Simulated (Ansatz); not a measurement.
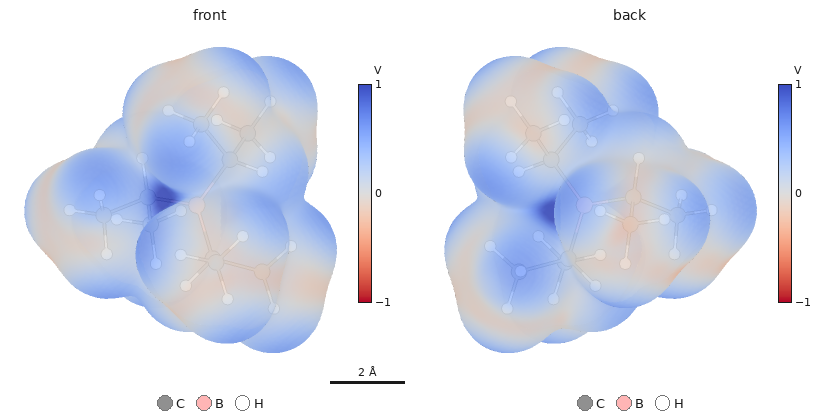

The picture shows: C9H21B (SMILES CC(C)B(C(C)C)C(C)C). The electrostatic potential painted on the density surface at 0.002 e/bohr³, seen from the front and from behind; the colour scale runs from red (negative) to blue (positive).

Geometry: PBE0-D4/def2-TZVP.

Computed with RKS PBE0-D4/def2-TZVPP (Ansatz 0.2.0).

```tsv
atom	x (Å)	y (Å)	z (Å)
C	1.2547	-0.5170	2.1637
C	1.0896	0.4958	1.0281
C	0.7009	1.8661	1.5891
B	-0.0030	-0.0030	0.0009
C	-1.4911	-0.2348	0.4800
C	-2.4393	0.6968	-0.2793
C	-1.8981	-1.6951	0.2696
C	0.3918	-0.2673	-1.5064
C	0.9092	1.0188	-2.1551
C	1.4514	-1.3690	-1.5894
H	1.5798	-1.4945	1.7965
H	0.3167	-0.6625	2.7073
H	2.0015	-0.1724	2.8864
H	2.0628	0.6028	0.5333
H	1.4457	2.2158	2.3114
H	-0.2622	1.8261	2.1061
H	0.6243	2.6233	0.8038
H	-1.5907	-0.0116	1.5494
H	-2.2022	1.7506	-0.1081
H	-3.4756	0.5375	0.0358
H	-2.3942	0.5179	-1.3576
H	-2.9335	-1.8596	0.5853
H	-1.8286	-1.9800	-0.7843
H	-1.2675	-2.3821	0.8408
H	-0.4815	-0.6016	-2.0801
H	1.1961	0.8409	-3.1965
H	0.1547	1.8105	-2.1530
H	1.7916	1.4008	-1.6336
H	2.3573	-1.0921	-1.0424
H	1.7404	-1.5527	-2.6293
H	1.0912	-2.3155	-1.1766
```

Where is the surface potential most negative and most positive?

Answer. The most negative region (about −0.2 V) lies over the C and H atoms, the most positive (about +0.9 V) over B4.
